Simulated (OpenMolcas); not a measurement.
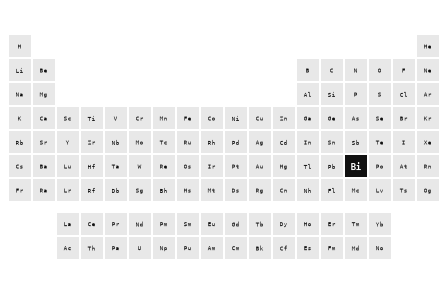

**Figure 1.** The place of bismuth in the periodic table.

# Multiconfigurational calculation for Bi

Bi. Level asked for: state-averaged CASSCF, active space 5 electrons in the shells 6s 6p, basis ANO-RCC-VDZ, X2C scalar Hamiltonian, spin-orbit coupling by RASSI with atomic mean-field integrals (OpenMolcas).

### The input
```
&GATEWAY
Coord
1

Bi 0.0 0.0 0.0
Basis=ANO-RCC-VDZ
Group=XYZ
NoMove
AngMom=0.0 0.0 0.0
AMFI
RX2C
&SEWARD
&RASSCF
FileOrb=start.orb
Symmetry=2
Spin=5
nActEl=5 0 0
Inactive=20 19
Ras2=1 3
CIRoot=1 1 1
SDav=1
CIMx=300
Iter=100 100
PrWF=0.3
OrbListing=Nothing
MaxOrb=0
Atom
CIOnly
>>> COPY $Project.JobIph JOB001
```

The file start.orb holds starting orbitals from an earlier step.

Hardware: 1 CPU thread, shared host.

Launched with:
```bash
OMP_NUM_THREADS=1 MOLCAS_MEM=2252 MOLCAS_PROJECT=a pymolcas a.inp > a.log  # once for each step of the input, in one work folder
```

### The program's output (extracts)
```
--- SEWARD ---
Basis set label: BI.ANO-RCC...7S6P3D1F.

      Electronic valence basis set:
      ------------------
      Associated Effective Charge  83.000000 au
      Associated Actual Charge     83.000000 au
      Nuclear Model: Point charge

      Shell  nPrim  nBasis  Cartesian Spherical Contaminant
         s      25       7        X
         p      22       6        X
         d      16       3                 X
         f      12       1                 X
RX2C
                  Relativistic X2C integrals
                  Atomic mean-field integrals
--- RASSCF ---

 Nr of active orbitals     NAC=   4
 Spin degeneracy         ISPIN=   5
 There can be no such wave function.
 ************************************************
--- Stop Module: rasscf at  /rc=_RC_INPUT_ERROR_ ---
.####################.
.# User input error #.
.####################.
```

### What the run reported

- outcome: refused by the program

### What went wrong

One thing in this input was made wrong on purpose: wrong spin. The program refused the input; the driver noted: RASSCF spin 4: _RC_INPUT_ERROR_.
